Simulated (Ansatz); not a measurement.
# GeNH2+ (quintet): from Hartree-Fock to the top rungs, cc-pVDZ

Aim: climb from Hartree-Fock through coupled cluster and multireference methods for GeNH2+ (quintet) at one geometry and basis, and see what each rung misses.

Program: Ansatz 0.2.0, Gaussian basis. Level of theory: cc-pVDZ, core rule «outside noble gas», up to 15 orbitals frozen. These are calculated values, not measurements.

Plan: UHF; CCSD(T) on ROHF; CCSD(T) on UHF; BCCD(T) on ROHF; CISD; CCSDT(Q) on ROHF; CCSDT(Q) on UHF; CASSCF and MRCISD+Q, 10 electrons in 10 orbitals; CASSCF and NEVPT2, 10 electrons in 10 orbitals.

23 further runs of the same task are left out: 2 for a known fault of the program, 9 that didn't finish, 12 set aside as unsound or not needed.

## 1. The system

The geometry is a PBE0/def2-TZVP stationary point (not a proven minimum) of the parent state, kept for this charge and spin. No spin-orbit coupling is included. The filled d shell of Ge may be among the frozen orbitals whatever the setting's name suggests; the logs give the count.

4 atoms, charge 1, spin multiplicity 5.

Atoms are counted from 1 here; the program's logs count them from 0.

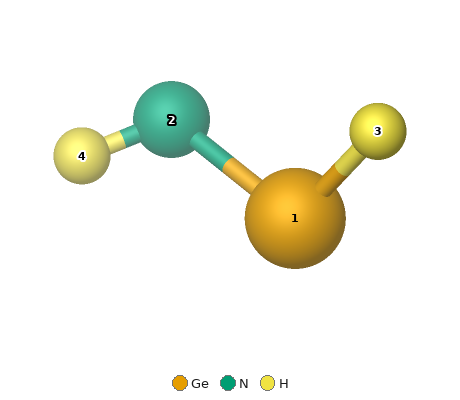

The structure; germanium amber, nitrogen teal, hydrogen yellow; atoms are numbered from 1 in the order of the file.

## 2. UHF

in.yaml reads:

```yaml
crystal:
  periodic: [false, false, false]
  atoms:
    - {symbol: Ge, position_ang: [0.002496, 0.044611, 0.321966]}
    - {symbol: N, position_ang: [-0.074202, -0.171566, -1.595492]}
    - {symbol: H, position_ang: [0.284433, -1.318092, 1.022012]}
    - {symbol: H, position_ang: [0.566824, 0.487213, -2.053874]}
basis:
  gaussian: {orbitals: cc-pVDZ}
total_charge: 1
magnetization: {spin_polarized: true, initial_magnetization: 4}
hamiltonian: {xc: hf}
output: {orbitals: {seedname: orbitals}}
```

Run with:

```console
$ ansatz run in.yaml --threads 1 --pin off --events-out ev --progress --plain --max-ram 2393MiB
```

Further steps of the session: CCSD(T) on ROHF; CCSD(T) on UHF; BCCD(T) on ROHF; CISD; CCSDT(Q) on ROHF; CCSDT(Q) on UHF; CASSCF and MRCISD+Q, 10 electrons in 10 orbitals; CASSCF and NEVPT2, 10 electrons in 10 orbitals.

Before running them: what should the planned runs give, taken together? Wanted: UCCSDT(Q) below the RHF energy; RMP2 from UCCSDT(Q); UMP2 from UCCSDT(Q); RCCSD from UCCSDT(Q); RCCSD(T) from UCCSDT(Q); UCCSD(T) from UCCSDT(Q); RCCSDT(Q) from UCCSDT(Q); NEVPT2 valence from UCCSDT(Q); MRCISD+Q valence from UCCSDT(Q).

**Answer**, as computed:

| quantity | value |
| --- | --- |
| UCCSDT(Q) below the RHF energy | -5.3202 eV |
| RMP2 from UCCSDT(Q) | +24.82 kcal/mol |
| UMP2 from UCCSDT(Q) | +24.05 kcal/mol |
| RCCSD from UCCSDT(Q) | +3.53 kcal/mol |
| RCCSD(T) from UCCSDT(Q) | +1.07 kcal/mol |
| UCCSD(T) from UCCSDT(Q) | +0.72 kcal/mol |
| RCCSDT(Q) from UCCSDT(Q) | +0.34 kcal/mol |
| NEVPT2 valence from UCCSDT(Q) | +19.57 kcal/mol |
| MRCISD+Q valence from UCCSDT(Q) | +1.47 kcal/mol |
| levels within 1 kcal/mol (43 meV) | UCCSD(T), RCCSDT, UCCSDT, RCCSDT(Q) |
| T1 diagnostic | 0.033 |
| effectively unpaired electrons | 4.01 |

**Reading.** RCCSD(T) lands +1.07 kcal/mol from the yardstick (0.9 % of the correlation energy). One determinant dominates. Of the multireference levels listed MRCISD+Q valence comes nearest in total energy (+1.47 kcal/mol), which doesn't show that its space is the better one. These misses are within one basis, not against nature; the frozen cores of restricted and unrestricted runs differ, which can shift their rows.
